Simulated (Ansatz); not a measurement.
**Decaying states in the gap of Rb2NaBF6**

Aim: relax a made-up compound, Rb2NaBF6, and see how good a tunnel barrier it would be. It is built by putting B for In, Na for K in the KRb2InF6 structure of space group I4/m, with the volume rescaled by atomic radii. The parent structure comes from the Materials Project.

Main program and level: Ansatz 0.2.0; PBE DFT, plane waves, PAW files, in the first sound run; inputs show where later runs differ.

The structure was built from a prototype and need not be the compound's stable phase.

### Step 1. Set-up

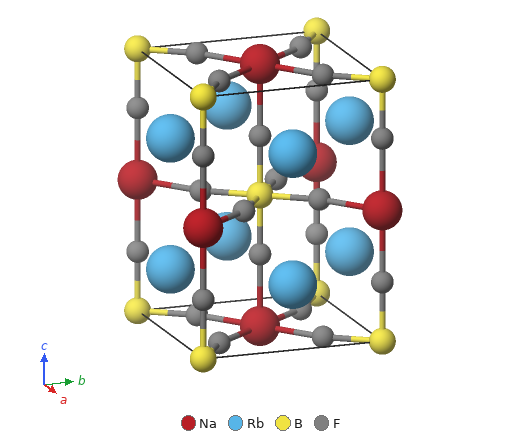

Start, viewed slightly off an axis; sodium red, rubidium blue, boron yellow, fluorine grey. This picture shows the conventional cell, with its axes. Some periodic images of atoms are drawn too.

### Step 2. Cell and atoms at rest

The substituted atoms don't fit the parent's cell, so cell and atoms relax together. A small smearing keeps the run stable in case the gap closes on the way.

Contents of input.yaml:

```yaml
crystal:
  lattice:
    - [-3.1020158565, 3.1020158565, 4.4232487871]
    - [3.1020158565, -3.1020158565, 4.4232487871]
    - [3.1020158565, 3.1020158565, -4.4232487871]
  atoms:
    - { symbol: Na, position: [0.5, 0.5, 0.0] }
    - { symbol: Rb, position: [0.75, 0.25, 0.5] }
    - { symbol: Rb, position: [0.25, 0.75, 0.5] }
    - { symbol: B, position: [0.0, 0.0, 0.0] }
    - { symbol: F, position: [0.2631515, 0.1859205, 0.449072] }
    - { symbol: F, position: [0.7368485, 0.8140795, 0.550928] }
    - { symbol: F, position: [0.1859205, 0.7368485, 0.922769] }
    - { symbol: F, position: [0.8140795, 0.2631515, 0.077231] }
    - { symbol: F, position: [0.225712, 0.225712, 0.0] }
    - { symbol: F, position: [0.774288, 0.774288, 0.0] }
kpoints:
  mp_grid: { grid: [6, 6, 6] }
scf:
  occupations: { method: gaussian, width: 0.03 }
hamiltonian:
  xc: pbe
output:
  forces: true
  stress: true
relax:
  f_tol: 0.02
  max_steps: 60
  cell: {}
```

Command:

```console
ansatz run input.yaml --threads 2 --pin off --max-ram 4096MiB --backend cpu --events-out ev --progress --plain --runs-dir out
```

Numbers of over 12 decimals in the logs are rounded to 6 here.

The log of the run:

```text
Engine: ansatz 0.2.0, aarch64-unknown-linux-gnu
Pseudopotentials: kind: paw
Pseudopotential: Na, paw, valence charge 9, recommended cutoff 420 eV (normal), Na.paw.azcp
Pseudopotential: Rb, paw, valence charge 9, recommended cutoff 420 eV (normal), Rb.paw.azcp
Pseudopotential: B, paw, valence charge 3, recommended cutoff 420 eV (normal), B.paw.azcp
Pseudopotential: F, paw, valence charge 7, recommended cutoff 420 eV (normal), F.paw.azcp
Functional definition: PBE
  parameter kappa = 0.804
  parameter beta = 0.066725
  exchange = pbe_x(kappa = kappa, mu = beta*pi^2/3)
  correlation = pbe_c(beta = beta)
Crystal: 10 atoms, lattice volume = 170.251 Å³
Basis set: ecut = 420 eV, 3327 PW (Γ), exchange–correlation on 90×90×90 points (8 copies of the dense FFT grid, shifted against one another)
Bands: 46, of which v1, the nominal top of the filled ones, is band 36 counted from 1 (35 counted from 0)
Symmetry: 8 space group operations
Space group: I4/m (ITA 87), of the structure as read, at distance tolerance 5.5e-5 Å
k-points: 36 of 216
Non-local potential: Na, projectors of the file, l = 0: 3, l = 1: 2, l = 2: 1
Non-local potential: Rb, projectors of the file, l = 0: 3, l = 1: 2, l = 2: 2
Non-local potential: B, projectors of the file, l = 0: 2, l = 1: 2, l = 2: 1
Non-local potential: F, projectors of the file, l = 0: 2, l = 1: 2, l = 2: 1
PAW form: soft (Blöchl's): semilocal exchange-correlation on the pseudo side does not see the compensation charge
PAW one-centre angular grid: Na, 110 points (default); XC on 64 Gauss nodes
PAW one-centre angular grid: Rb, 110 points (default); XC on 64 Gauss nodes
PAW one-centre angular grid: B, 110 points (default); XC on 64 Gauss nodes
PAW one-centre angular grid: F, 110 points (default); XC on 64 Gauss nodes
Initial density: superposition of atomic densities (neutral atoms: chi_scale 0, normalization atom), corrected by the library's trained network
Initial wavefunctions: pseudopotential atomic-orbital guess
Functional: x = pbe(κ = 0.804, μ = 0.219515), c = pbe(β = 0.066725)
SCF iter   1: F=—  HF=-13032.376003 eV  |F-HF|=—  |Δ(HF+E_count)|=         —  Δρ=1.86e-3  dr2=3.22e-3  ethr=1.77e-3  ⟨swp⟩=6.2  Hψ=7012  notcnv=0  defer=27
preconditioner: auto → Resta (q_TF=auto, 2.364 Å⁻¹)  ε∞=3.0  [insulator: Δε(μ)=3.390 eV  Ē_g=16.760 eV  σ=0.030 eV  W_gap=1.00  n_scr=34 (ndim 8)  ℏωp=23.8 eV  f_vac=0.092  D(μ)=0.00/eV (n_scr^D=0)  ε∞_Penn≈3.0]
SCF iter   2: F=—  HF=-13032.375710 eV  |F-HF|=—  |Δ(HF+E_count)|=   2.92e-4  Δρ=1.03e-3  dr2=9.17e-4  ethr=4.47e-6  ⟨swp⟩=2.4  Hψ=3243  notcnv=0  defer=170
SCF iter   3: F=—  HF=-13032.375980 eV  |F-HF|=—  |Δ(HF+E_count)|=   2.70e-4  Δρ=2.98e-4  dr2=1.00e-4  ethr=1.27e-6  ⟨swp⟩=2.1  Hψ=2588  notcnv=0  defer=170
SCF iter   4: F=—  HF=-13032.375978 eV  |F-HF|=—  |Δ(HF+E_count)|=   2.30e-6  Δρ=9.46e-5  dr2=1.74e-5  ethr=1.39e-7  ⟨swp⟩=2.1  Hψ=2609  notcnv=0  defer=170
SCF iter   5: F=—  HF=-13032.376104 eV  |F-HF|=—  |Δ(HF+E_count)|=   1.26e-4  Δρ=4.38e-5  dr2=1.91e-6  ethr=2.41e-8  ⟨swp⟩=2.0  Hψ=2742  notcnv=0  defer=170
SCF iter   6: F=—  HF=-13032.376104 eV  |F-HF|=—  |Δ(HF+E_count)|=   1.11e-7  Δρ=1.19e-5  dr2=1.56e-7  ethr=2.65e-9  ⟨swp⟩=2.0  Hψ=2646  notcnv=0  defer=170
SCF iter   7: F=—  HF=-13032.376104 eV  |F-HF|=—  |Δ(HF+E_count)|=   1.35e-7  Δρ=1.13e-5  dr2=1.38e-7  ethr=1.39e-10  ⟨swp⟩=4.0  Hψ=5028  notcnv=0
SCF iter   8: F=-13032.376104 eV  HF=-13032.376104 eV  |F-HF|=5.42e-9  |Δ(HF+E_count)|=   2.06e-8  Δρ=2.06e-6  dr2=4.63e-9  ethr=1.39e-10  ⟨swp⟩=2.0  Hψ=5264  notcnv=0
SCF 1 converged in 8 iterations: F = -13032.376104 eV  dr2 = 4.63e-9
  greatest PAW one-centre occupation: 0.999 electrons in one spin orbital (limit 2), on the Na atom at site 0 (counted from 0), in its partial waves of l = 0
relax step   1: F+E_penalty+E_count = -13032.37610433 eV  Δ(F+E_penalty+E_count) = +0.000e0 eV  max|allowed force component| = 2.450e0 eV/Å  Δτ_max = 0.0000 Å  P = -11.179 GPa  Ω = 170.251 Å³  (8 SCF iters, dr2 threshold 1.00e-7 eV, accepted)
Crystal: 10 atoms, lattice volume = 146.814 Å³
Basis set: ecut = 420 eV, 2839 PW (Γ), exchange–correlation on 90×90×90 points (8 copies of the dense FFT grid, shifted against one another)
Initial density: handed on by an earlier stage of this run
Initial wavefunctions: those handed on with the density
iter 1 solved again at ethr=8.82e-4 eV; its pass at ethr=3.10e-3 eV (dr2=6.35e-1 eV) is discarded
SCF iter   1: F=—  HF=-13035.827611 eV  |F-HF|=—  |Δ(HF+E_count)|=         —  Δρ=3.90e-2  dr2=6.34e-1  ethr=8.82e-4  ⟨swp⟩=1.7  Hψ=8866  notcnv=0
preconditioner: auto → Resta (q_TF=auto, 2.423 Å⁻¹)  ε∞=2.9  [insulator: Δε(μ)=5.706 eV  Ē_g=18.586 eV  σ=0.030 eV  W_gap=1.00  n_scr=26 (ndim 8)  ℏωp=25.6 eV  f_vac=0.064  D(μ)=0.00/eV (n_scr^D=0)  ε∞_Penn≈2.9]
SCF iter   2: F=—  HF=-13035.735511 eV  |F-HF|=—  |Δ(HF+E_count)|=   9.21e-2  Δρ=1.95e-2  dr2=1.43e-1  ethr=8.80e-4  ⟨swp⟩=3.4  Hψ=2885  notcnv=0  defer=5
SCF iter   3: F=—  HF=-13035.723200 eV  |F-HF|=—  |Δ(HF+E_count)|=   1.23e-2  Δρ=3.86e-3  dr2=1.07e-2  ethr=1.99e-4  ⟨swp⟩=3.0  Hψ=2978  notcnv=0  defer=133
SCF iter   4: F=—  HF=-13035.721164 eV  |F-HF|=—  |Δ(HF+E_count)|=   2.04e-3  Δρ=9.55e-4  dr2=1.08e-3  ethr=1.48e-5  ⟨swp⟩=2.0  Hψ=2775  notcnv=0  defer=135
SCF iter   5: F=—  HF=-13035.721180 eV  |F-HF|=—  |Δ(HF+E_count)|=   1.58e-5  Δρ=3.18e-4  dr2=9.33e-5  ethr=1.50e-6  ⟨swp⟩=2.0  Hψ=2587  notcnv=0  defer=135
SCF iter   6: F=—  HF=-13035.721247 eV  |F-HF|=—  |Δ(HF+E_count)|=   6.69e-5  Δρ=1.42e-4  dr2=1.73e-5  ethr=1.30e-7  ⟨swp⟩=2.0  Hψ=2810  notcnv=0  defer=135
SCF iter   7: F=—  HF=-13035.721248 eV  |F-HF|=—  |Δ(HF+E_count)|=   1.16e-6  Δρ=4.59e-5  dr2=1.67e-6  ethr=2.40e-8  ⟨swp⟩=2.0  Hψ=2564  notcnv=0  defer=135
SCF iter   8: F=-13035.721248 eV  HF=-13035.721248 eV  |F-HF|=4.60e-8  |Δ(HF+E_count)|=   1.13e-7  Δρ=8.63e-6  dr2=1.00e-7  ethr=1.39e-9  ⟨swp⟩=4.0  Hψ=4974  notcnv=0
SCF 2 converged in 8 iterations: F = -13035.721248 eV  dr2 = 1.00e-7
relax step   2: F+E_penalty+E_count = -13035.72124804 eV  Δ(F+E_penalty+E_count) = -3.345e0 eV  max|allowed force component| = 1.168e0 eV/Å  Δτ_max = 0.1824 Å  P = -5.006 GPa  Ω = 146.814 Å³  energy of the carried Pulay correction = +6.671e-2 eV  (8 SCF iters, dr2 threshold 1.00e-6 eV, accepted)
Crystal: 10 atoms, lattice volume = 134.732 Å³
Basis set: ecut = 420 eV, 2685 PW (Γ), exchange–correlation on 90×90×90 points (8 copies of the dense FFT grid, shifted against one another)
iter 1 solved again at ethr=5.08e-4 eV; its pass at ethr=3.10e-3 eV (dr2=3.66e-1 eV) is discarded
[...]
relax step   3: F+E_penalty+E_count = -13035.58110106 eV  Δ(F+E_penalty+E_count) = +1.401e-1 eV  max|allowed force component| = 2.211e0 eV/Å  Δτ_max = 0.1925 Å  P = +8.472 GPa  Ω = 134.732 Å³  energy of the carried Pulay correction = +1.051e-1 eV  (7 SCF iters, dr2 threshold 1.00e-6 eV, rejected (line search))
[... from here on, the SCF cycles and remarks between the steps are left out ...]
relax step   4: F+E_penalty+E_count = -13036.09974321 eV  Δ(F+E_penalty+E_count) = -3.785e-1 eV  max|allowed force component| = 3.933e-1 eV/Å  Δτ_max = 0.0937 Å  P = -1.808 GPa  Ω = 142.317 Å³  energy of the carried Pulay correction = +8.067e-2 eV  (10 SCF iters, accepted)
relax step   5: F+E_penalty+E_count = -13036.16873105 eV  Δ(F+E_penalty+E_count) = -6.899e-2 eV  max|allowed force component| = 6.966e-2 eV/Å  Δτ_max = 0.1000 Å  P = -0.635 GPa  Ω = 140.969 Å³  energy of the carried Pulay correction = +8.493e-2 eV  (6 SCF iters, dr2 threshold 1.00e-6 eV, accepted)
relax step   6: F+E_penalty+E_count = -13036.17794445 eV  Δ(F+E_penalty+E_count) = -9.213e-3 eV  max|allowed force component| = 3.232e-2 eV/Å  Δτ_max = 0.0466 Å  P = -0.218 GPa  Ω = 140.225 Å³  energy of the carried Pulay correction = +8.729e-2 eV  (5 SCF iters, dr2 threshold 1.00e-6 eV, accepted)
relax step   7: F+E_penalty+E_count = -13036.18241084 eV  Δ(F+E_penalty+E_count) = -4.466e-3 eV  max|allowed force component| = 8.824e-3 eV/Å  Δτ_max = 0.0063 Å  P = +0.003 GPa  Ω = 139.229 Å³  energy of the carried Pulay correction = +9.048e-2 eV  (5 SCF iters, dr2 threshold 2.15e-7 eV, accepted)
relax step   8: F+E_penalty+E_count = -13036.18277217 eV  Δ(F+E_penalty+E_count) = -3.613e-4 eV  max|allowed force component| = 5.529e-4 eV/Å  Δτ_max = 0.0016 Å  P = +0.007 GPa  Ω = 139.135 Å³  energy of the carried Pulay correction = +9.078e-2 eV  (6 SCF iters, dr2 threshold 7.87e-9 eV, accepted)
relax step   9: F+E_penalty+E_count = -13036.15539991 eV  Δ(F+E_penalty+E_count) = +2.737e-2 eV  max|allowed force component| = 2.795e-3 eV/Å  Δτ_max = 0.0000 Å  P = -0.519 GPa  Ω = 139.135 Å³  stress off target by 5.63e-1 GPa  SCF on the basis re-selected at this cell (its energy is not comparable with the rows above)  (8 SCF iters)
relax step  10: F+E_penalty+E_count = -13036.16268095 eV  Δ(F+E_penalty+E_count) = -7.281e-3 eV  max|allowed force component| = 4.268e-3 eV/Å  Δτ_max = 0.0059 Å  P = +0.007 GPa  Ω = 137.594 Å³  energy of the carried Pulay correction = +4.849e-3 eV  (5 SCF iters, dr2 threshold 7.93e-7 eV, accepted)
relax step  11: F+E_penalty+E_count = -13036.15817355 eV  Δ(F+E_penalty+E_count) = +4.507e-3 eV  max|allowed force component| = 4.871e-3 eV/Å  Δτ_max = 0.0000 Å  P = -0.050 GPa  Ω = 137.594 Å³  stress off target by 5.97e-2 GPa  SCF on the basis re-selected at this cell (its energy is not comparable with the rows above)  (7 SCF iters)
relax step  12: F+E_penalty+E_count = -13036.15851751 eV  Δ(F+E_penalty+E_count) = -3.440e-4 eV  max|allowed force component| = 3.317e-4 eV/Å  Δτ_max = 0.0037 Å  P = -0.006 GPa  Ω = 137.495 Å³  energy of the carried Pulay correction = +3.186e-4 eV  (6 SCF iters, dr2 threshold 8.90e-9 eV, accepted)
iter 1 solved again at ethr=1.05e-7 eV; its pass at ethr=3.10e-3 eV (dr2=7.58e-5 eV) is discarded
SCF iter   1: F=—  HF=-13036.158279 eV  |F-HF|=—  |Δ(HF+E_count)|=         —  Δρ=8.96e-6  dr2=6.10e-8  ethr=1.05e-7  ⟨swp⟩=3.8  Hψ=12608  notcnv=0
preconditioner: auto → Resta (q_TF=auto, 2.449 Å⁻¹)  ε∞=2.9  [insulator: Δε(μ)=6.310 eV  Ē_g=19.198 eV  σ=0.030 eV  W_gap=1.00  n_scr=26 (ndim 8)  ℏωp=26.5 eV  f_vac=0.075  D(μ)=0.00/eV (n_scr^D=0)  ε∞_Penn≈2.9]
SCF iter   2: F=—  HF=-13036.158356 eV  |F-HF|=—  |Δ(HF+E_count)|=   7.73e-5  Δρ=6.93e-6  dr2=2.87e-8  ethr=8.47e-11  ⟨swp⟩=3.0  Hψ=3402  notcnv=0
SCF iter   3: F=—  HF=-13036.158356 eV  |F-HF|=—  |Δ(HF+E_count)|=   3.56e-9  Δρ=4.04e-6  dr2=9.27e-9  ethr=3.99e-11  ⟨swp⟩=2.0  Hψ=1908  notcnv=0
SCF iter   4: F=—  HF=-13036.158356 eV  |F-HF|=—  |Δ(HF+E_count)|=   3.78e-9  Δρ=1.14e-6  dr2=8.11e-10  ethr=1.29e-11  ⟨swp⟩=2.0  Hψ=2634  notcnv=0
SCF iter   5: F=—  HF=-13036.158356 eV  |F-HF|=—  |Δ(HF+E_count)|=  6.75e-10  Δρ=3.38e-7  dr2=1.22e-10  ethr=1.13e-12  ⟨swp⟩=2.0  Hψ=2952  notcnv=0
SCF iter   6: F=-13036.158356 eV  HF=-13036.158356 eV  |F-HF|=1.46e-11  |Δ(HF+E_count)|=  1.09e-11  Δρ=1.50e-7  dr2=2.94e-11  ethr=1.00e-12  ⟨swp⟩=4.0  Hψ=5133  notcnv=0
SCF 13 converged in 6 iterations: F = -13036.158356 eV  dr2 = 2.94e-11
relax step  13: F+E_penalty+E_count = -13036.15835584 eV  Δ(F+E_penalty+E_count) = +1.617e-4 eV  max|allowed force component| = 3.286e-4 eV/Å  Δτ_max = 0.0000 Å  P = -0.008 GPa  Ω = 137.495 Å³  stress off target by 8.61e-3 GPa  SCF on the basis re-selected at this cell (its energy is not comparable with the rows above)  (6 SCF iters)
basis re-selected at this cell: Δ(F+E_penalty+E_count) = +1.617e-4 eV, ΔP = -0.002 GPa vs the last step (what re-selecting the basis moved, of the pressure what is left beyond the Pulay correction that the steps carried, after the strain that the cell walked since its last selection, with what the two solves' SCF thresholds leave and, on support functions, any second-order correction that the steps lacked; it is no m [...]
SCF converged after 6 iterations
Free energy (F): -13036.158356 eV
Harris-Foulkes:  -13036.158356 eV  (|F-HF|=1.46e-11)
Internal energy: -13036.158356 eV  (E = F + TS)
E sigma→0 (E₀):  -13036.158356 eV
Fermi energy:    5.923363 eV
--- Per-component energies (eV) ---
  E_band       = -506.695045
  E_kinetic    = 1796.069082
  E_local      = -5832.064090  (includes V_loc(G=0)·N_el)
  E_nonlocal   = 911.647592
  E_hartree    = 2055.038772
  E_xc         = -814.111278
  E_vxc        = -979.984466  (∫ρ·V_xc dr)
  E_paw        = -6780.461822  (= ΣΔE_a)
  E_vpaw       = -512.453233  (= ΣTr[D̂ρ^β])
  E_aug_tail   = 0.012532  (compensation charges beyond the density's cutoff)
  E_ewald      = -4372.289144
  E_smearing   = -0.000000  (= −TS)
  E_closure    = -0.000000  (closes the sum)
  Σ components = -13036.158356   (vs F -13036.158356, Δ=0.00e0)
--- Forces (eV/Å), atoms counted from 1 ---
  atom   1  Na    -0.00000000    -0.00000000     0.00000000
  atom   2  Rb     0.00000000     0.00000000    -0.00000000
  atom   3  Rb    -0.00000000    -0.00000000     0.00000000
  atom   4  B      0.00000000    -0.00000000    -0.00000000
  atom   5  F      0.00012214     0.00012262     0.00000000
  atom   6  F     -0.00012214    -0.00012262     0.00000000
  atom   7  F     -0.00012262     0.00012214    -0.00000000
  atom   8  F      0.00012262    -0.00012214     0.00000000
  atom   9  F      0.00000000     0.00000000    -0.00032861
  atom  10  F     -0.00000000    -0.00000000     0.00032861
  max |Σ_I F_I| component: 3.48e-18 eV/Å
--- Stress (GPa, compression-positive) ---
       -0.007177      -0.000000       0.000000
        0.000000      -0.007177      -0.000000
        0.000000      -0.000000      -0.008607
  P = ⅓ Tr σ = -0.0077 GPa (-0.077 kbar)
--- Relaxed structure (10 steps of the walk, 9 accepted, 3 SCFs on fresh bases) ---
  F+E_penalty+E_count = -13036.15835584 eV   max|allowed force component| = 3.286e-4 eV/Å   (the final SCF, on the basis selected at the relaxed cell)
  cell:  # Å, volume = 137.4952 Å³
    - [-2.896572, 2.896572, 4.096934]
    - [2.896572, -2.896572, 4.096934]
    - [2.896572, 2.896572, -4.096934]
  atoms:
    - { symbol: Na, position: [0.500000, 0.500000, -4.486903366440868e-19] }
    - { symbol: Rb, position: [0.750000, 0.25, 0.500000] }
    - { symbol: Rb, position: [0.25, 0.750000, 0.500000] }
    - { symbol: B, position: [-6.197026521934164e-19, -1.0692667772243392e-18, -4.486903366440785e-19] }
    - { symbol: F, position: [0.202919, 0.202919, 0.405838] }
    - { symbol: F, position: [0.797081, 0.797081, 0.594162] }
    - { symbol: F, position: [0.202919, 0.797081, 1.000000] }
    - { symbol: F, position: [0.797081, 0.202919, -6.986406930753475e-8] }
    - { symbol: F, position: [0.203176, 0.203176, -4.486903366440799e-19] }
    - { symbol: F, position: [0.796824, 0.796824, -4.486903366440796e-19] }
```

Run time: 73 s. Hardware: 2 threads of Arm Neoverse V2, shared host; peak memory 0.57 GiB.

The steps of the relaxation:

```csv
step,energy less that of the first step (eV),largest force component (eV/Å),pressure (GPa),volume (Å³)
1,0.0000,2.4499,-11.18,170.25
2,-3.3451,1.1676,-5.01,146.81
3,-3.2050,2.2111,8.47,134.73
4,-3.7236,0.3933,-1.81,142.32
5,-3.7926,0.0697,-0.64,140.97
6,-3.8018,0.0323,-0.22,140.22
7,-3.8063,0.0088,0.00,139.23
8,-3.8067,0.0006,0.01,139.14
9*,-3.7793,0.0028,-0.52,139.14
10,-3.7866,0.0043,0.01,137.59
11*,-3.7821,0.0049,-0.05,137.59
12,-3.7824,0.0003,-0.01,137.50
13*,-3.7823,0.0003,-0.01,137.50
```

Relaxation steps marked * repeat the geometry before them on a plane-wave basis chosen anew for their cell, so energy and pressure can jump there. Relaxation step 3 was tried and not accepted.

Forces are held to the 8 operations that the run works with; a distortion that breaks them can't arise in this run.

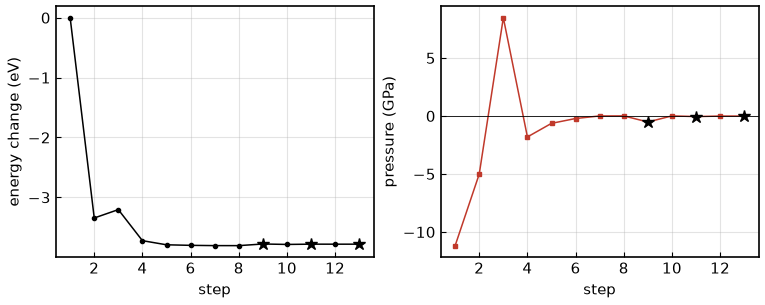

Energy and pressure along the relaxation. Stars mark steps on a basis chosen anew.

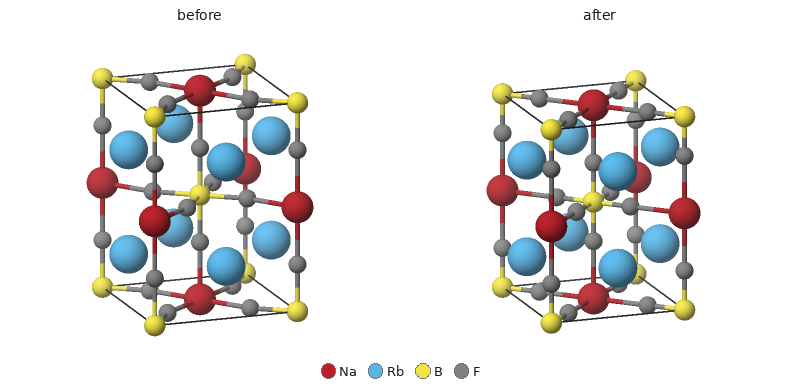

Before and after, at one scale.

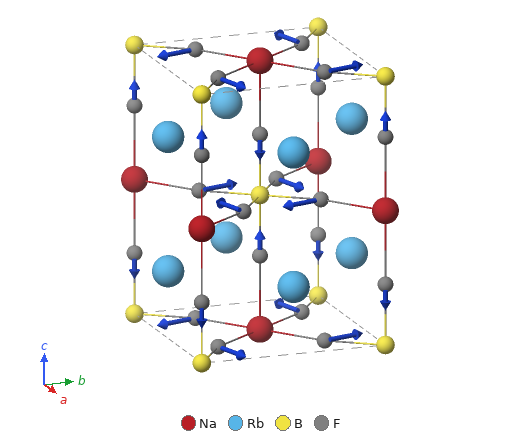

Displacements in the relaxation, exaggerated, measured against the changing cell; the longest in the cell stands for 0.36 Å. Some periodic images of atoms are drawn too.

| cell as run | before | after | change |
| --- | --- | --- | --- |
| a (Å) | 6.230 | 5.794 | -7.0 % |
| b (Å) | 6.230 | 5.794 | -7.0 % |
| c (Å) | 6.230 | 5.794 | -7.0 % |
| α (°) | 120.27 | 120.00 | -0.2 % |
| β (°) | 120.27 | 120.00 | -0.2 % |
| γ (°) | 89.53 | 89.99 | +0.5 % |
| volume (Å³/atom) | 17.03 | 13.75 | -19.2 % |

The atoms that moved most (Å, as changes of fractional coordinates times the final cell):

| atom | dx | dy | dz | length |
| --- | --- | --- | --- | --- |
| F6 | -0.098 | 0.349 | 0.000 | 0.363 |
| F7 | 0.349 | 0.098 | 0.000 | 0.363 |
| F8 | -0.349 | -0.098 | 0.000 | 0.363 |
| F5 | 0.098 | -0.349 | 0.000 | 0.363 |
| F10 | 0.000 | 0.000 | 0.185 | 0.185 |
| F9 | 0.000 | 0.000 | -0.185 | 0.185 |

The relaxed structure:

```cif
data_structure
_symmetry_space_group_name_H-M 'P 1'
_symmetry_Int_Tables_number 1
_cell_length_a 5.7935
_cell_length_b 5.7935
_cell_length_c 5.7935
_cell_angle_alpha 120.005
_cell_angle_beta 120.005
_cell_angle_gamma 89.992
_cell_volume 137.50
loop_
_atom_site_label
_atom_site_type_symbol
_atom_site_fract_x
_atom_site_fract_y
_atom_site_fract_z
_atom_site_occupancy
Na1 Na 0.50000 0.50000 0.00000 1
Rb2 Rb 0.75000 0.25000 0.50000 1
Rb3 Rb 0.25000 0.75000 0.50000 1
B4 B 0.00000 0.00000 0.00000 1
F5 F 0.20292 0.20292 0.40584 1
F6 F 0.79708 0.79708 0.59416 1
F7 F 0.20292 0.79708 0.00000 1
F8 F 0.79708 0.20292 0.00000 1
F9 F 0.20318 0.20318 0.00000 1
F10 F 0.79682 0.79682 0.00000 1
```

Numbers from this step:

```
free energy  : -13036.1584 eV
Fermi energy : 5.923 eV
pressure     : -0.007654 GPa
```

The largest force component on a free atom ends at 3.3e-4 eV/Å.

(Part 1 of 2 ends here.)

[Logs are printed without paths, hosts, clocks, repeated set-up lines and the standing remarks that a program may print on its own settings, such as how far it seeks lower states.]

[Hosts, paths, dates, database ids (printed as entryN), source tags and the programs' standing remarks are cut or masked in the printed files.]
